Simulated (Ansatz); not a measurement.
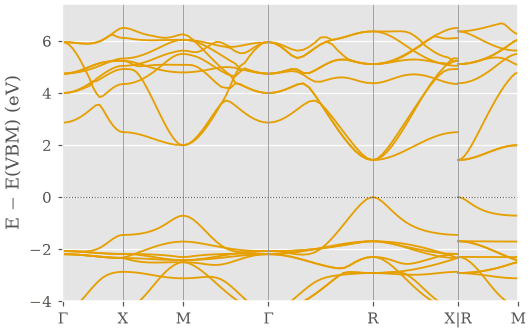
Figure. Band structure from plane-wave PAW PBEsol (Ansatz code)

Task: Read off the gap and where the band edges lie.

Result: About 1.4 eV (1.42 eV by a search for the band edges); maximum at R, minimum at R.

The material is CsPbBr$_{3}$ (cubic perovskite, space group No. 221).

Space group Pm-3m (cubic perovskite). This is a known high-temperature phase of the composition, computed here at zero pressure and temperature. Symmetry was held in the PBEsol relaxation; whether a distortion lowers the energy is not shown. Spin–orbit coupling is left out wherever it is not named.

Potentials: the later of the program's two PAW sets.
